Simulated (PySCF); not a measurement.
# 1,1,1-trichloro-2-fluoroethane (C2H2Cl3F): electronic excitations at several levels of theory

Aim: compute the electronic excitations of 1,1,1-trichloro-2-fluoroethane (C2H2Cl3F) (`FCC(Cl)(Cl)Cl`) at several levels, and see how far they spread and what each costs.

Programs: PySCF 2.14.0, with density-fitted response routines of our own. Each step states its level of theory. These are calculated values for one molecule in the gas phase, unless marked as measured. Atoms are numbered from 0 throughout.

### Step 1. The starting structure

8 atoms, charge 0, multiplicity 1; geometry from: GFN2-xTB.

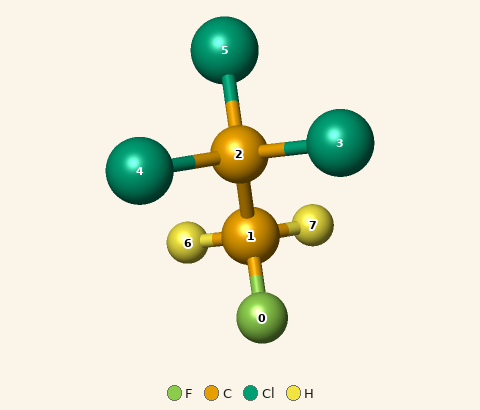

The starting geometry (fluorine green, carbon amber, chlorine teal, hydrogen yellow), atoms numbered.

### Step 2. Geometry optimisation at PBE0-D3(BJ)/def2-SVP

Job settings and geometry (Å):

```
{"job": {"xc": "PBE0", "basis": "def2-SVP", "d3": "d3bj", "grid": 1, "kind": "geom"}, "charge": 0, "multiplicity": 1}
F      1.274950    -1.284249    -0.015192
C      0.835974     0.002691    -0.003980
C     -0.688790     0.049418    -0.001811
Cl    -1.339791    -0.757403     1.438585
Cl    -1.344057    -0.732971    -1.453736
Cl    -1.181337     1.757047     0.012250
H      1.225157     0.494881    -0.901651
H      1.226951     0.479999     0.900969
```

Log:

```text
step   0  E = -1556.63873194  max force = 0.012283
step   1  E = -1556.63903909  max force = 0.007223
step   2  E = -1556.63941937  max force = 0.004462
step   3  E = -1556.63946731  max force = 0.001673
step   4  E = -1556.63947714  max force = 0.000228
optimisation converged
```

It took 20 s on 1 thread, shared host.

Step by step:

| step | energy from step 0 (eV) | largest force component (eV/Å) |
| --- | --- | --- |
| 0 | 0.0000 | 0.6316 |
| 1 | -0.0084 | 0.3714 |
| 2 | -0.0187 | 0.2294 |
| 3 | -0.0200 | 0.0860 |
| 4 | -0.0203 | 0.0117 |

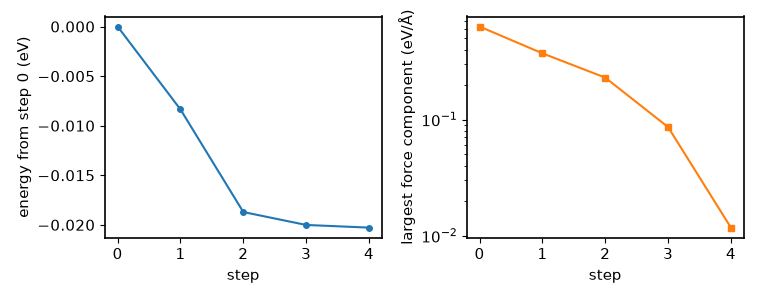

Energy and force, step by step.

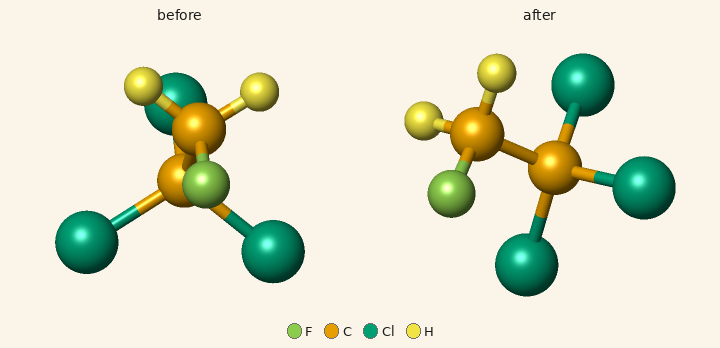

The geometry before (left) and after (right).

Close pairs (by a distance rule), those that changed most:

| bond | before (Å) | after (Å) | change (Å) |
| --- | --- | --- | --- |
| C1–H6 | 1.095 | 1.102 | +0.007 |
| C1–H7 | 1.095 | 1.102 | +0.007 |
| F0–C1 | 1.360 | 1.354 | -0.006 |
| C2–Cl3 | 1.775 | 1.771 | -0.003 |
| C2–Cl4 | 1.775 | 1.772 | -0.003 |
| C1–C2 | 1.525 | 1.525 | -0.001 |
| C2–Cl5 | 1.777 | 1.778 | +0.000 |

The end geometry stands in the next job.

| at the end point | value |
| --- | --- |
| point group (found at 0.08 Å tolerance) | Cs |
| rotational constants (GHz, main isotopes) | 1.908, 1.567, 1.426 |
| dipole moment (D) | 1.53 |

### Step 3. TDDFT and polarisability: CAM-B3LYP/def2-SVPD

Job settings and geometry (Å):

```
{"job": {"kind": "uv", "xc": "CAM-B3LYP", "basis": "def2-SVPD", "ip": true}, "charge": 0, "multiplicity": 1}
F      0.630121    -1.217573     1.177547
C      0.418319     0.036642     0.714009
C     -0.346356     0.002446    -0.604680
Cl    -1.920353    -0.776653    -0.374207
Cl     0.584835    -0.881716    -1.825699
Cl    -0.571874     1.689621    -1.117395
H      1.381163     0.542894     0.536592
H     -0.179487     0.613869     1.438004
```

With the program's defaults for keys left out, this is: TDDFT CAM-B3LYP/def2-SVPD, vertical, gas phase, core orbitals frozen in the response.

Log:

```text
coarse grid: 9376 points
cycle   1  E = -1556.9554688566  dE =  8.637e-01  |g| = 7.920e-01  |ddm| = 3.438e+00
cycle   2  E = -1556.7733315357  dE =  1.821e-01  |g| = 1.267e+00  |ddm| = 2.238e+00
cycle   3  E = -1557.1085589619  dE = -3.352e-01  |g| = 4.118e-02  |ddm| = 1.450e+00
cycle   4  E = -1557.1089189702  dE = -3.600e-04  |g| = 2.432e-02  |ddm| = 1.072e-01
cycle   5  E = -1557.1090507643  dE = -1.318e-04  |g| = 7.471e-03  |ddm| = 4.616e-02
cycle   6  E = -1557.1090633514  dE = -1.259e-05  |g| = 2.321e-03  |ddm| = 1.108e-02
cycle   7  E = -1557.1090647146  dE = -1.363e-06  |g| = 6.282e-04  |ddm| = 4.400e-03
final grid: 80008 points
cycle   8  E = -1557.2758002146  dE = -1.529e-05  |g| = 3.544e-03  |ddm| = 3.330e-02
cycle   9  E = -1557.2757992866  dE =  9.280e-07  |g| = 4.320e-03  |ddm| = 6.888e-03
cycle  10  E = -1557.2758024677  dE = -3.181e-06  |g| = 3.839e-04  |ddm| = 3.518e-03
cycle  11  E = -1557.2758024995  dE = -3.176e-08  |g| = 1.230e-04  |ddm| = 7.052e-04
cycle  12  E = -1557.2758025027  dE = -3.223e-09  |g| = 5.894e-05  |ddm| = 2.270e-04
cycle  13  E = -1557.2758025035  dE = -7.692e-10  |g| = 7.927e-06  |ddm| = 7.932e-05
converged SCF energy = -1557.2758025035

Static polarisability (au): isotropic 67.397, principal 61.249 69.913 71.028

Singlet excitations
state   eV       nm        f      main configurations
  1   6.5922    188.1   0.00000   H->L 0.88
  2   6.9737    177.8   0.01291   H-1->L 0.76
  3   7.0361    176.2   0.01487   H-2->L 0.69, H-3->L+1 0.09
  4   7.1606    173.1   0.00176   H-3->L 0.69, H-1->L+2 0.08
  5   7.3267    169.2   0.00855   H->L+1 0.53, H-4->L 0.20, H-1->L+1 0.09
  6   7.4293    166.9   0.00531   H->L+2 0.50, H-5->L 0.24
  7   7.8977    157.0   0.00197   H-1->L+1 0.48, H->L+1 0.24, H-4->L 0.08
  8   8.1029    153.0   0.02411   H-2->L+1 0.39, H-1->L+2 0.24, H-2->L 0.13
  9   8.1256    152.6   0.00024   H->L+2 0.31, H-3->L+1 0.21, H-2->L+1 0.16
 10   8.2176    150.9   0.00246   H-2->L+2 0.33, H-1->L+1 0.27, H-4->L 0.23

Triplet excitations (Tamm-Dancoff, eV): 5.9433 6.2004 6.2528 6.4575
Vertical ionisation energy (delta-SCF) = 11.4400 eV
```

Run time: 96 s. Hardware: 1 thread, shared host.

Frontier orbitals and where they lie:

| orbital | eV | atoms |
| --- | --- | --- |
| HOMO−3 | -11.03 | Cl5 38 %, Cl4 17 %, Cl3 17 % |
| HOMO−2 | -10.90 | Cl3 33 %, Cl4 32 %, Cl5 25 % |
| HOMO−1 | -10.80 | Cl4 38 %, Cl3 38 %, Cl5 15 % |
| HOMO | -10.41 | Cl4 37 %, Cl3 36 %, Cl5 26 % |
| LUMO | 0.09 | Cl5 30 %, Cl4 23 %, C2 23 % |
| LUMO+1 | 0.67 | Cl5 30 %, C2 24 %, Cl4 15 % |
| LUMO+2 | 0.94 | Cl3 30 %, Cl4 30 %, C2 27 % |

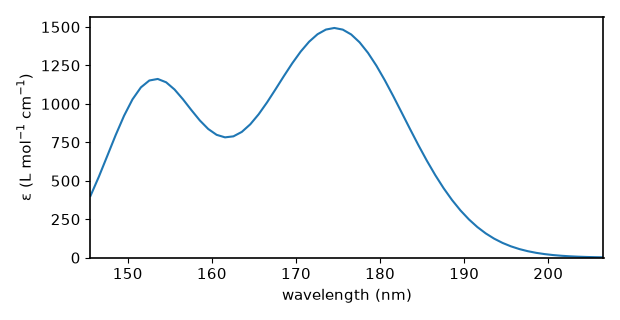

Absorption spectrum: each of the 10 states is a Gaussian band of 0.4 eV half-width at 1/e. Beyond the last state computed it falls off for lack of states.

Ground-state properties from the same run:

| property | computed |
| --- | --- |
| dipole moment (D) | 1.60 |
| polarisability (Å³) | 9.99 |
| HOMO–LUMO gap (eV) | 10.50 |
| −ε(HOMO) (eV) | 10.41 |

### Step 4. Ultraviolet spectrum: wB97X-D/def2-SVPD

Same as in step 3 but for these lines:

```diff
@@ -1,2 +1,2 @@
-{"job": {"kind": "uv", "xc": "CAM-B3LYP", "basis": "def2-SVPD", "ip": true}, "charge": 0, "multiplicity": 1}
+{"job": {"kind": "uv", "xc": "wB97X-D", "basis": "def2-SVPD", "ip": true}, "charge": 0, "multiplicity": 1}
 F      0.630121    -1.217573     1.177547
```

Method: TDDFT wB97X-D/def2-SVPD, vertical, gas phase, core orbitals frozen in the response.

Log:

```text
coarse grid: 9376 points
cycle   1  E = -1556.8908492372  dE =  8.869e-01  |g| = 8.236e-01  |ddm| = 3.428e+00
cycle   2  E = -1556.7665025486  dE =  1.243e-01  |g| = 1.186e+00  |ddm| = 2.291e+00
cycle   3  E = -1557.0612088064  dE = -2.947e-01  |g| = 3.941e-02  |ddm| = 1.430e+00
cycle   4  E = -1557.0616754102  dE = -4.666e-04  |g| = 1.995e-02  |ddm| = 1.136e-01
cycle   5  E = -1557.0617822587  dE = -1.068e-04  |g| = 5.648e-03  |ddm| = 4.575e-02
cycle   6  E = -1557.0617937509  dE = -1.149e-05  |g| = 2.316e-03  |ddm| = 1.338e-02
cycle   7  E = -1557.0617954130  dE = -1.662e-06  |g| = 7.224e-04  |ddm| = 5.117e-03
final grid: 80008 points
cycle   8  E = -1557.2413727475  dE = -8.422e-05  |g| = 7.283e-03  |ddm| = 9.728e-02
cycle   9  E = -1557.2413713458  dE =  1.402e-06  |g| = 8.234e-03  |ddm| = 1.974e-02
cycle  10  E = -1557.2413832115  dE = -1.187e-05  |g| = 6.516e-04  |ddm| = 7.218e-03
cycle  11  E = -1557.2413833282  dE = -1.167e-07  |g| = 3.215e-04  |ddm| = 1.820e-03
cycle  12  E = -1557.2413833552  dE = -2.699e-08  |g| = 1.141e-04  |ddm| = 6.469e-04
cycle  13  E = -1557.2413833583  dE = -3.064e-09  |g| = 1.518e-05  |ddm| = 1.912e-04
cycle  14  E = -1557.2413833585  dE = -1.755e-10  |g| = 5.115e-06  |ddm| = 6.133e-05
converged SCF energy = -1557.2413833585

Static polarisability (au): isotropic 66.985, principal 60.841 69.495 70.619

Singlet excitations
state   eV       nm        f      main configurations
  1   6.6075    187.6   0.00000   H->L 0.90
  2   6.9988    177.2   0.01277   H-1->L 0.79
  3   7.0651    175.5   0.01481   H-2->L 0.71, H-3->L+1 0.08
  4   7.1628    173.1   0.00159   H-3->L 0.73
  5   7.3600    168.5   0.00910   H->L+1 0.59, H-4->L 0.18, H-1->L+1 0.09
  6   7.4731    165.9   0.00528   H->L+2 0.52, H-5->L 0.24
  7   7.8807    157.3   0.00176   H-1->L+1 0.51, H->L+1 0.22, H-4->L 0.09
  8   8.0842    153.4   0.02293   H-2->L+1 0.46, H-1->L+2 0.26, H-2->L 0.11
  9   8.0969    153.1   0.00048   H->L+2 0.31, H-3->L+1 0.28, H-5->L 0.10
 10   8.1957    151.3   0.00175   H-2->L+2 0.32, H-1->L+1 0.27, H-4->L 0.26

Triplet excitations (Tamm-Dancoff, eV): 6.0080 6.2733 6.3267 6.5141
Vertical ionisation energy (delta-SCF) = 11.4096 eV
```

Run time: 1.8 min. Hardware: 1 thread, shared host.

In short: HOMO -10.92 eV, LUMO 0.75 eV; lowest singlet 6.61 eV.

### Step 5. Ultraviolet spectrum: LC-wPBE/def2-SVPD

Same as in step 4 but for these lines:

```diff
@@ -1,2 +1,2 @@
-{"job": {"kind": "uv", "xc": "wB97X-D", "basis": "def2-SVPD", "ip": true}, "charge": 0, "multiplicity": 1}
+{"job": {"kind": "uv", "xc": "LC-wPBE", "basis": "def2-SVPD", "ip": true}, "charge": 0, "multiplicity": 1}
 F      0.630121    -1.217573     1.177547
```

With the program's defaults for keys left out, this is: TDDFT LC-wPBE/def2-SVPD, vertical, gas phase, core orbitals frozen in the response.

Log:

```text
coarse grid: 9376 points
cycle   1  E = -1556.3829451812  dE =  9.760e-01  |g| = 8.975e-01  |ddm| = 3.447e+00
cycle   2  E = -1556.3074005384  dE =  7.554e-02  |g| = 1.167e+00  |ddm| = 2.365e+00
cycle   3  E = -1556.5890956023  dE = -2.817e-01  |g| = 5.034e-02  |ddm| = 1.461e+00
cycle   4  E = -1556.5900566415  dE = -9.610e-04  |g| = 2.416e-02  |ddm| = 1.713e-01
cycle   5  E = -1556.5902436332  dE = -1.870e-04  |g| = 6.787e-03  |ddm| = 6.342e-02
cycle   6  E = -1556.5902665233  dE = -2.289e-05  |g| = 2.706e-03  |ddm| = 2.396e-02
cycle   7  E = -1556.5902693219  dE = -2.799e-06  |g| = 1.061e-03  |ddm| = 6.637e-03
final grid: 80008 points
cycle   8  E = -1556.8217707644  dE = -2.414e-05  |g| = 8.290e-03  |ddm| = 3.889e-02
cycle   9  E = -1556.8217680601  dE =  2.704e-06  |g| = 9.408e-03  |ddm| = 1.360e-02
cycle  10  E = -1556.8217824254  dE = -1.437e-05  |g| = 2.401e-04  |ddm| = 6.458e-03
cycle  11  E = -1556.8217824377  dE = -1.233e-08  |g| = 1.713e-04  |ddm| = 6.892e-04
cycle  12  E = -1556.8217824452  dE = -7.533e-09  |g| = 4.060e-05  |ddm| = 2.906e-04
cycle  13  E = -1556.8217824458  dE = -5.177e-10  |g| = 9.239e-06  |ddm| = 9.956e-05
converged SCF energy = -1556.8217824458

Static polarisability (au): isotropic 65.607, principal 59.782 67.955 69.084

Singlet excitations
state   eV       nm        f      main configurations
  1   6.9044    179.6   0.00000   H->L 0.75
  2   7.2185    171.8   0.00863   H-1->L 0.61
  3   7.2565    170.9   0.00908   H-2->L 0.45, H-3->L 0.15, H-3->L+1 0.09
  4   7.3736    168.1   0.00096   H-3->L 0.46, H-2->L 0.12, H-1->L+2 0.11
  5   7.5406    164.4   0.00560   H->L+1 0.34, H-4->L 0.26, H-1->L+1 0.11
  6   7.6184    162.7   0.00453   H->L+2 0.36, H-5->L 0.27, H-3->L+1 0.11
  7   8.5277    145.4   0.00276   H-1->L+1 0.32, H->L+1 0.29, H-1->L 0.12
  8   8.6786    142.9   0.04496   H-2->L+1 0.45, H-2->L 0.20, H-3->L+1 0.08
  9   8.7812    141.2   0.00082   H-3->L+1 0.28, H->L+2 0.21, H-3->L 0.20
 10   8.8396    140.3   0.00701   H-2->L+2 0.28, H-1->L+1 0.27, H-4->L 0.12

Triplet excitations (Tamm-Dancoff, eV): 6.1252 6.3407 6.3810 6.5639
Vertical ionisation energy (delta-SCF) = 11.8444 eV
```

Run time: 2.6 min. Hardware: 1 thread, shared host.

Key values: HOMO -11.88 eV, LUMO 1.30 eV; lowest singlet 6.90 eV.

[end of part 1 of 2]
